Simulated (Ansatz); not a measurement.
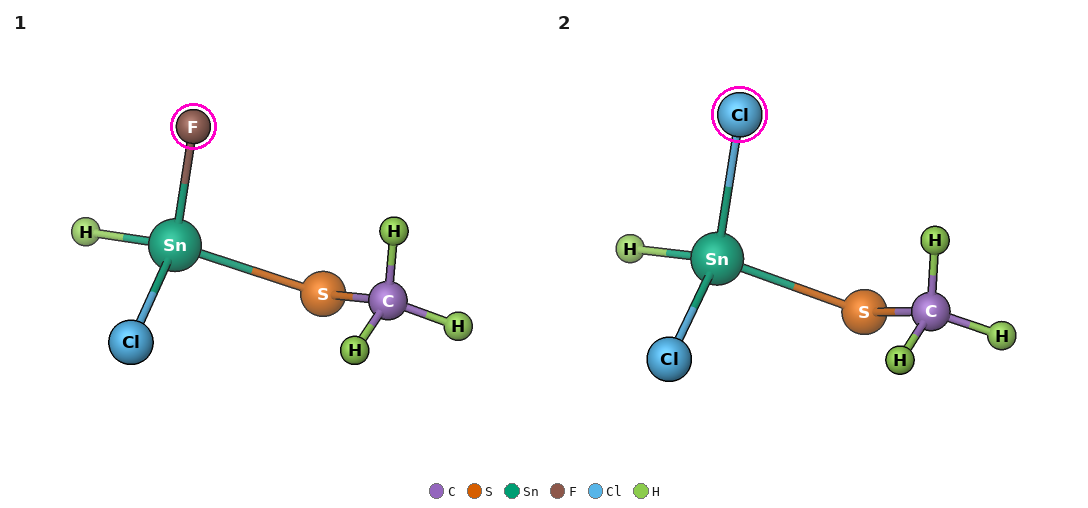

2 molecules with one skeleton, seen from the same side and at one scale; the atom that differs is circled. Each species is neutral and a spin singlet. Computed geometries: PBE0-D4/def2-TZVP optimisations, one conformation each. Properties computed with Ansatz 0.2.0. Elements past Kr carry core potentials.

One atom differs, called X below: F in panel 1, Cl in panel 2. Their formulas are CH4ClFSSn (`C[S][Sn@H]([F])[Cl]`), CH4Cl2SSn (`C[S][SnH]([Cl])[Cl]`).

In which is the dipole moment larger (PBE0-D4/def2-TZVP)?

Answer. In panel 1 (X = F).

In which is the length of X–Sn larger (PBE0-D4/def2-TZVP)?

Answer. In panel 2 (X = Cl).

Give the values. With PBE0-D4/def2-TZVP: length of X–Sn (Å), angle X–Sn–Cl (°), dipole moment (D), harmonic zero-point energy (kJ/mol). With ωB97M-V/def2-QZVPP: HOMO energy (Kohn–Sham orbital) (eV), HOMO–LUMO gap (eV).

| quantity | 1 (F) | 2 (Cl) | 2 − 1 |
| --- | --- | --- | --- |
| length of X–Sn (Å) | 1.916 | 2.322 | +0.406 |
| angle X–Sn–Cl (°) | 101.7 | 103.8 | +2.1 |
| HOMO energy (Kohn–Sham orbital) (eV) | −9.83 | −9.74 | +0.09 |
| HOMO–LUMO gap (eV) | 10.01 | 9.78 | −0.23 |
| dipole moment (D) | 1.94 | 1.57 | −0.37 |
| harmonic zero-point energy (kJ/mol) | 129.3 | 127.4 | −1.9 |
